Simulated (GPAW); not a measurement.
# C/Ir(111) in an electric field

How does C/Ir(111) screen a perpendicular field?

Method: GPAW, PAW setups; slab in vacuum, relaxation, in the first sound run; inputs show where later runs differ, in GPAW 26.7.0.

### Step 1. The structure

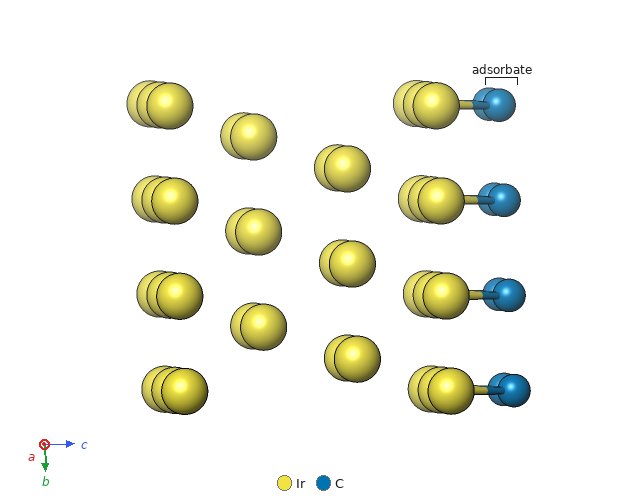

The cell as given, from the side, with the c axis across the page (iridium yellow, carbon blue). 2×3×1 cells are drawn. Some periodic images of atoms are drawn too.

The cell holds 5 atoms: 4 Ir and 1 C. Its edges and angles: a = 2.715 Å, b = 2.715 Å, c = 24.344 Å, α = 90.0°, β = 90.0°, γ = 60.0°. Vacuum lies along c.

### Step 2. Relaxing the atoms

The atoms are relaxed first, since the surface dipole, and with it the work function, follows the positions of the outer layers. The lowest 2 atoms are held at bulk positions and keep their forces.

File run.py:

```python
import json
import numpy as np
from ase import Atoms
from ase.constraints import FixAtoms
from ase.optimize import BFGS
from gpaw import GPAW, PW

slab = Atoms(
    ['Ir', 'Ir', 'Ir', 'Ir', 'C'],
    positions=[
        [0.00000, 0.00000, 8.00000],
        [1.35765, 0.78384, 10.21703],
        [2.71529, 1.56767, 12.43405],
        [0.00000, 0.00000, 14.65108],
        [1.35765, 0.00000, 16.34391]],
    cell=[[2.71529, 0.0, 0.0], [1.35765, 2.35151, 0.0], [0.0, 0.0, 24.34391]],
    pbc=[True, True, False])

slab.calc = GPAW(mode=PW(500), xc='PBE', kpts={'size': (13, 13, 1), 'gamma': True},
                 occupations={'name': 'fermi-dirac', 'width': 0.1}, nbands='160%',
                 convergence={'density': 1e-05}, maxiter=200,
                 poissonsolver={'dipolelayer': 'xy'},
                 symmetry={'tolerance': 1e-3, 'extra_ids': [1, 1, 0, 0, 0]}, txt='slab.txt')
result = {}
slab.set_constraint(FixAtoms([0, 1]))
path = []
opt = BFGS(slab, maxstep=0.2)
opt.attach(lambda: path.append((slab.get_potential_energy(), slab.positions.tolist(), slab.get_forces().tolist())))
result['relaxed'] = bool(opt.run(fmax=0.03, steps=40))
result['path'] = path
energy = slab.get_potential_energy()
fermi = slab.calc.get_fermi_level()
v = slab.calc.get_electrostatic_potential().mean((0, 1)) - fermi
n = slab.calc.get_pseudo_density().mean((0, 1))
L = slab.cell[2, 2]
z = np.arange(len(v)) * L / len(v)
low, high = slab.positions[:, 2].min(), slab.positions[:, 2].max()
below, above = np.interp([low - 5.8, high + 5.8], z, v)
slopes = [np.interp(x, z, np.gradient(v, z)) for x in (low - 5.8, high + 5.8)]
eps = np.array([[slab.calc.get_eigenvalues(k, s) for k in range(len(slab.calc.get_ibz_k_points()))]
                for s in range(slab.calc.get_number_of_spins())]) - fermi
top, bottom = eps[eps < 0].max(), eps[eps > 0].min()
dipole = slab.get_dipole_moment()[2]
print(f'energy {energy:.4f} eV, Fermi level {fermi:.4f} eV, dipole {dipole:.5f} e A')
print(f'potential 5.8 A off the faces, from the Fermi level: lower {below:.4f} eV, upper {above:.4f} eV')
print(f'slope of the potential there: lower {slopes[0]:.5f}, upper {slopes[1]:.5f} eV/A')
print(f'nearest levels on the mesh: {top:.4f} and {bottom:.4f} eV')
print('magnetic moment', round(slab.get_magnetic_moment(), 3))
result.update(energy=energy, fermi=fermi, dipole=dipole, below=below, above=above, slopes=slopes, edges=[top, bottom],
              z=z.tolist(), v=v.tolist(), n=n.tolist(), positions=slab.positions.tolist(),
              forces=slab.get_forces(apply_constraint=False).tolist(), moments=slab.get_magnetic_moments().tolist())
json.dump(result, open('result.json', 'w'))
```

The run is started by

```
OMP_NUM_THREADS=1 OPENBLAS_NUM_THREADS=1 python run.py
```

Output:

```text
Step          Energy          fmax
BFGS:    0      -41.662452        3.181874
BFGS:    1      -41.857348        2.411351
BFGS:    2      -42.046901        0.895362
BFGS:    3      -42.076093        0.238473
BFGS:    4      -42.077464        0.232860
BFGS:    5      -42.089613        0.470576
BFGS:    6      -42.177532        1.471374
BFGS:    7      -42.366907        1.472631
BFGS:    8      -42.199672        2.728092
BFGS:    9      -42.435117        1.110910
BFGS:   10      -42.469184        0.889700
BFGS:   11      -42.548829        0.631844
BFGS:   12      -42.555096        0.441892
BFGS:   13      -42.561482        0.230792
BFGS:   14      -42.562668        0.256835
BFGS:   15      -42.570092        0.321813
[...]
BFGS:   24      -42.607469        0.300503
BFGS:   25      -42.610985        0.233056
BFGS:   26      -42.613588        0.246697
BFGS:   27      -42.618087        0.346970
BFGS:   28      -42.624939        0.399797
BFGS:   29      -42.632130        0.317076
BFGS:   30      -42.636787        0.163867
BFGS:   31      -42.638194        0.023116
energy -42.5488 eV, Fermi level 2.3667 eV, dipole -0.03301 e A
potential 5.8 A off the faces, from the Fermi level: lower 5.4233 eV, upper 6.3642 eV
slope of the potential there: lower -0.00017, upper -0.00004 eV/A
nearest levels on the mesh: -0.0109 and 0.0738 eV
magnetic moment 0.0
```

Wall time 3.3 h (1 thread of Arm Neoverse V1, shared host); peak memory 0.38 GiB.

Step by step (22 of 32):

| step | energy less that of the first step (eV) | largest force (eV/Å) |
| --- | --- | --- |
| 1 | 0.0000 | 3.1819 |
| 2 | -0.1961 | 2.4114 |
| 4 | -0.4144 | 0.2385 |
| 5 | -0.4156 | 0.2329 |
| 7 | -0.5110 | 1.4714 |
| 8 | -0.7013 | 1.4726 |
| 10 | -0.7704 | 1.1109 |
| 11 | -0.8048 | 0.8897 |
| 13 | -0.8929 | 0.4419 |
| 14 | -0.8985 | 0.2308 |
| 16 | -0.9066 | 0.3218 |
| 17 | -0.9121 | 0.2968 |
| 19 | -0.9188 | 0.1066 |
| 20 | -0.9197 | 0.1234 |
| 22 | -0.9242 | 0.2318 |
| 23 | -0.9302 | 0.3321 |
| 25 | -0.9433 | 0.3005 |
| 26 | -0.9461 | 0.2331 |
| 28 | -0.9517 | 0.3470 |
| 29 | -0.9573 | 0.3998 |
| 31 | -0.9678 | 0.1639 |
| 32 | -0.9694 | 0.0231 |

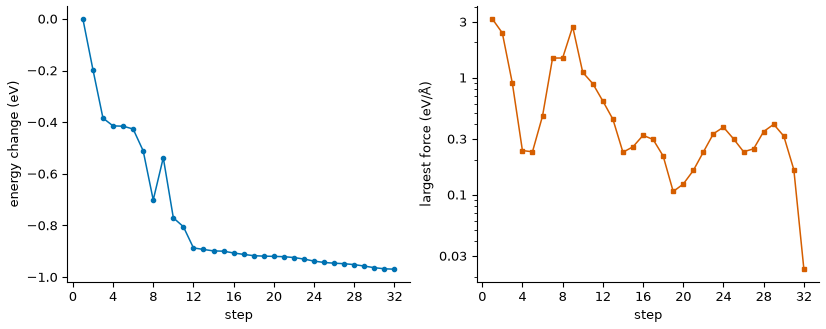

Energy and largest force along the relaxation.

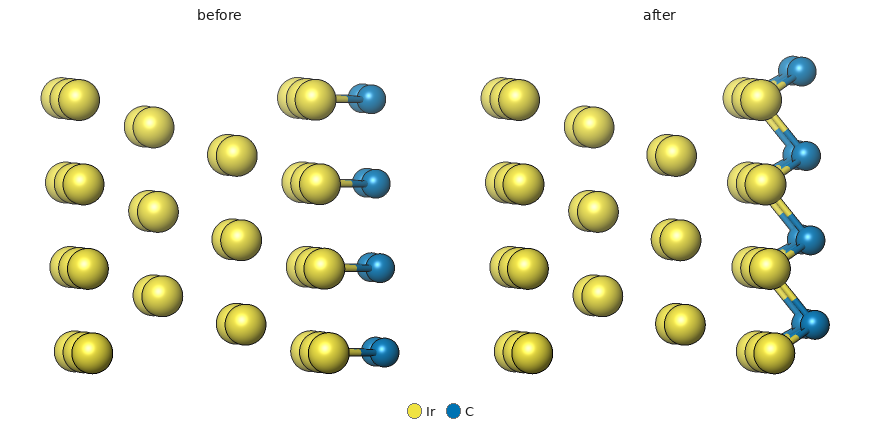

Before and after, at one scale.

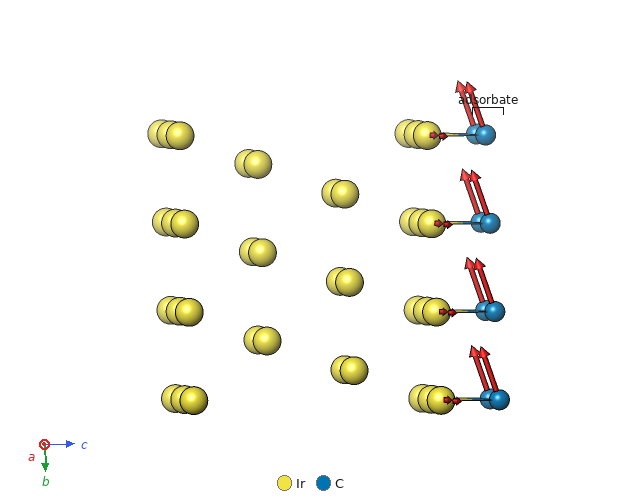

Displacements in the relaxation, exaggerated; the longest in the cell stands for 0.82 Å. 2×3×1 cells are drawn. Some periodic images of atoms are drawn too.

The atoms that moved most (Å):

| atom | dx | dy | dz | length |
| --- | --- | --- | --- | --- |
| C5 | 0.000 | -0.776 | -0.271 | 0.822 |
| Ir4 | 0.000 | 0.007 | 0.157 | 0.157 |
| Ir3 | 0.000 | 0.001 | -0.019 | 0.019 |

The relaxed structure:

```cif
data_structure
_symmetry_space_group_name_H-M 'P 1'
_symmetry_Int_Tables_number 1
_cell_length_a 2.7153
_cell_length_b 2.7153
_cell_length_c 24.3439
_cell_angle_alpha 90.000
_cell_angle_beta 90.000
_cell_angle_gamma 60.000
_cell_volume 155.44
loop_
_atom_site_label
_atom_site_type_symbol
_atom_site_fract_x
_atom_site_fract_y
_atom_site_fract_z
_atom_site_occupancy
Ir1 Ir 0.00000 0.00000 0.32862 1
Ir2 Ir 0.33333 0.33333 0.41970 1
Ir3 Ir 0.66637 0.66726 0.50998 1
Ir4 Ir 0.99841 0.00318 0.60828 1
C5 C 0.66494 0.67012 0.66025 1
```

This step gave:

```yaml
dipole_along_the_normal: -0.03301 e·Å
levels_nearest_the_fermi_level_on_the_mesh: -0.01094, 0.07377 eV from the Fermi level
upper_work_function: 6.364 eV
lower_work_function: 5.423 eV
```

The electrostatic potential energy of an electron (without an applied field's), less the Fermi level, planar mean oscillates, so the rows of the table below give means over windows of 2.22 Å about each position, cut where the curve ends. Its maxima inside the range that stand out by 2 % of the span (Å: eV): 9.1: -1.79, 11.3: -2.21, 13.6: -0.783, 15.6: -10.3. Its minima: 8.0: -30.9, 10.2: -31.4, 12.5: -31.1, 14.8: -32.3, 16.0: -14.5.

Table of electrostatic potential energy of an electron (without an applied field's), less the Fermi level, planar mean by z; means over each step:

| z (Å) | electrostatic potential energy of an electron (without an applied field's), less the Fermi level, planar mean (eV) |
| --- | --- |
| 1.11 | 5.46 |
| 3.33 | 5.42 |
| 5.55 | 5.07 |
| 7.77 | -13.6 |
| 9.99 | -14.9 |
| 12.21 | -14.8 |
| 14.43 | -15.3 |
| 16.65 | -2.13 |
| 18.87 | 6.34 |
| 21.09 | 6.36 |
| 23.31 | 6.34 |

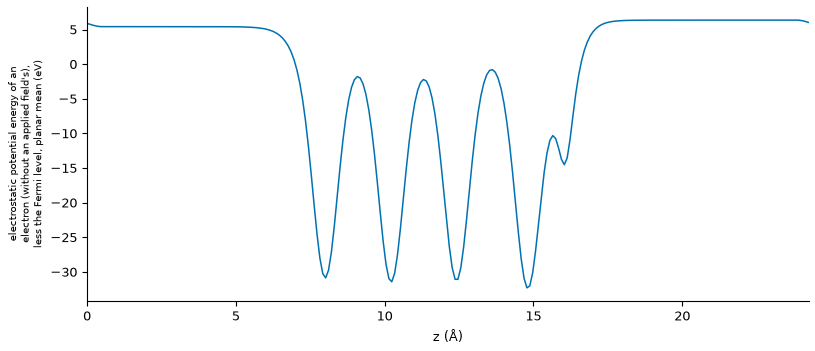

Electrostatic potential energy of an electron (without an applied field's), less the Fermi level, planar mean against z.

The pseudo valence density, planar mean oscillates, so the rows of the table below give means over windows of 2.32 Å about each position, cut where the curve ends. Its maxima inside the range that stand out by 2 % of the span (Å: e/Å³): 7.9: 2.22, 10.2: 2.29, 12.4: 2.26, 14.9: 2.25. Its minima: 9.1: 0.383, 11.4: 0.399, 13.5: 0.307.

Pseudo valence density, planar mean against z; means over each step:

```
z (Å)  pseudo valence density, planar mean (e/Å³)
 3.48                                      5.7e-5
 5.80                                      0.0329
 8.12                                        1.01
10.44                                        1.03
12.76                                        1.01
15.08                                        1.12
17.40                                       0.114
19.72                                      8.6e-5
```

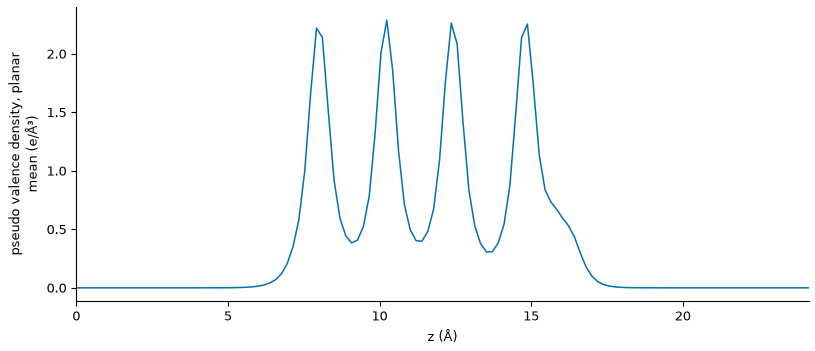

Pseudo valence density, planar mean against z.

The relaxation lowered the energy of the cell by 0.969 eV (energies extrapolated to zero smearing; the optimiser's log prints free energies). The largest force left on a free atom is 0.023 eV/Å.

### Step 3. The slab's potential

The work function is the vacuum plateau of the electrostatic potential less the Fermi level; a dipole layer lets the two faces have plateaus of their own.

This step: GPAW, PAW setups; slab in vacuum (GPAW 26.7.0).

Edit run.py of step 2 so:

```diff
@@ -3,4 +3,2 @@
 from ase import Atoms
-from ase.constraints import FixAtoms
-from ase.optimize import BFGS
 from gpaw import GPAW, PW
@@ -12,5 +10,5 @@
         [1.35765, 0.78384, 10.21703],
-        [2.71529, 1.56767, 12.43405],
-        [0.00000, 0.00000, 14.65108],
-        [1.35765, 0.00000, 16.34391]],
+        [2.71529, 1.56908, 12.41492],
+        [0.00000, 0.00748, 14.80791],
+        [1.35765, -0.77571, 16.07303]],
     cell=[[2.71529, 0.0, 0.0], [1.35765, 2.35151, 0.0], [0.0, 0.0, 24.34391]],
@@ -22,10 +20,4 @@
                  poissonsolver={'dipolelayer': 'xy'},
-                 symmetry={'tolerance': 1e-3, 'extra_ids': [1, 1, 0, 0, 0]}, txt='slab.txt')
+                 symmetry={'tolerance': 1e-3}, txt='slab.txt')
 result = {}
-slab.set_constraint(FixAtoms([0, 1]))
-path = []
-opt = BFGS(slab, maxstep=0.2)
-opt.attach(lambda: path.append((slab.get_potential_energy(), slab.positions.tolist(), slab.get_forces().tolist())))
-result['relaxed'] = bool(opt.run(fmax=0.03, steps=40))
-result['path'] = path
 energy = slab.get_potential_energy()
```

Output:

```text
energy -42.5488 eV, Fermi level 2.3667 eV, dipole -0.03302 e A
potential 5.8 A off the faces, from the Fermi level: lower 5.4234 eV, upper 6.3640 eV
slope of the potential there: lower -0.00016, upper -0.00004 eV/A
nearest levels on the mesh: -0.0109 and 0.0738 eV
magnetic moment 0.0
```

Elapsed: 6 min, on 1 thread; peak memory 0.38 GiB.

This step gave:

| Quantity | Value |
| --- | --- |
| dipole along the normal | -0.03302 e·Å |
| levels nearest the Fermi level on the mesh | -0.01089, 0.07378 eV from the Fermi level |

The electrostatic potential energy of an electron (without an applied field's), less the Fermi level, planar mean oscillates, so the rows of the table below give means over windows of 2.22 Å about each position, cut where the curve ends. Its maxima inside the range that stand out by 2 % of the span (Å: eV): 9.1: -1.79, 11.3: -2.21, 13.6: -0.783, 15.6: -10.3. Its minima: 8.0: -30.9, 10.2: -31.4, 12.5: -31.1, 14.8: -32.3, 16.0: -14.5.

Electrostatic potential energy of an electron (without an applied field's), less the Fermi level, planar mean against z; means over each step:

```csv
z (Å),"electrostatic potential energy of an electron (without an applied field's), less the Fermi level, planar mean (eV)"
1.11,5.46
3.33,5.42
5.55,5.07
7.77,-13.6
9.99,-14.9
12.21,-14.8
14.43,-15.3
16.65,-2.13
18.87,6.34
21.09,6.36
23.31,6.34
```

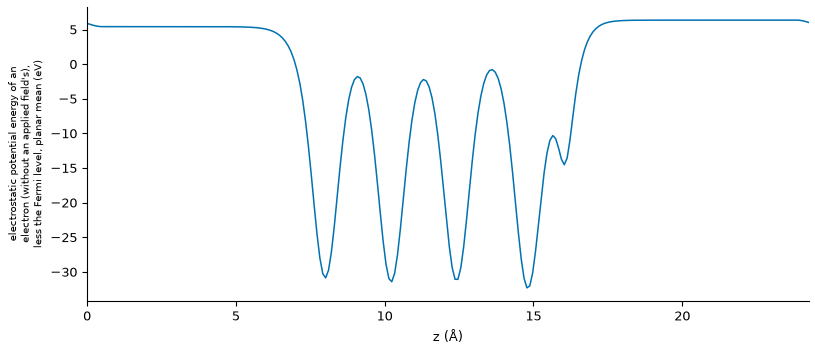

Electrostatic potential energy of an electron (without an applied field's), less the Fermi level, planar mean, plotted against z.

The pseudo valence density, planar mean oscillates, so the rows of the table below give means over windows of 2.32 Å about each position, cut where the curve ends. Its maxima inside the range that stand out by 2 % of the span (Å: e/Å³): 7.9: 2.22, 10.2: 2.29, 12.4: 2.26, 14.9: 2.25. Its minima: 9.1: 0.383, 11.4: 0.399, 13.5: 0.307.

The pseudo valence density, planar mean by z; means over each step:

```csv
z (Å),"pseudo valence density, planar mean (e/Å³)"
3.48,5.7e-5
5.80,0.0329
8.12,1.01
10.44,1.03
12.76,1.01
15.08,1.12
17.40,0.114
19.72,8.6e-5
```

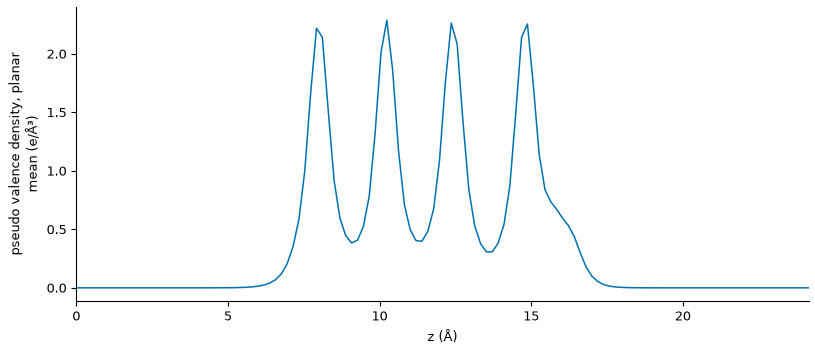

Pseudo valence density, planar mean against z.

Force by atom:

```csv
atom,x (eV/Å),y (eV/Å),z (eV/Å),size
Ir1,0.000,0.001,0.203,0.203
Ir2,0.000,0.005,-0.199,0.199
Ir3,0.000,-0.002,0.001,0.002
Ir4,0.000,-0.001,0.016,0.017
C5,0.000,-0.003,-0.025,0.025
```

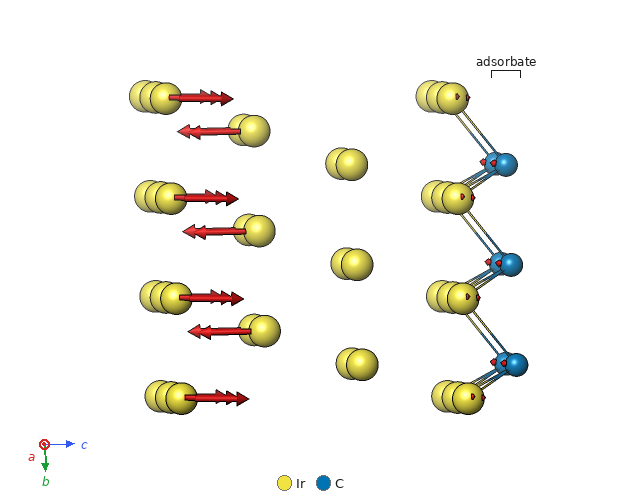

Force as arrows, the longest 0.203 eV/Å. Bonds to atoms that aren't drawn are left out. 2×3×1 cells are drawn. Some periodic images of atoms are drawn too.

The potential is flat to 1.6e-4 eV/Å where it is read, so the vacuum is wide enough.

### Step 4. Field on

A uniform field along the normal polarises the slab; the atoms stay fixed, so this is the electronic response alone.

Edit run.py of step 3 so:

```diff
@@ -4,2 +4,3 @@
 from gpaw import GPAW, PW
+from gpaw.external import ConstantElectricField
 
@@ -20,2 +21,3 @@
                  poissonsolver={'dipolelayer': 'xy'},
+                 external=ConstantElectricField(-0.2, [0, 0, 1]),
                  symmetry={'tolerance': 1e-3}, txt='slab.txt')
```

Output:

```text

```

Wall time 7.2 min (1 thread); peak memory 0.55 GiB.

The run was cut off at its time limit.

(Part 1 of 2 ends here.)

[Logs are printed without paths, hosts, clocks, repeated set-up lines and the standing remarks that a program may print on its own settings, such as how far it seeks lower states.]

[Hosts, paths, dates, database ids (printed as entryN), source tags and the programs' standing remarks are cut or masked in the printed files.]
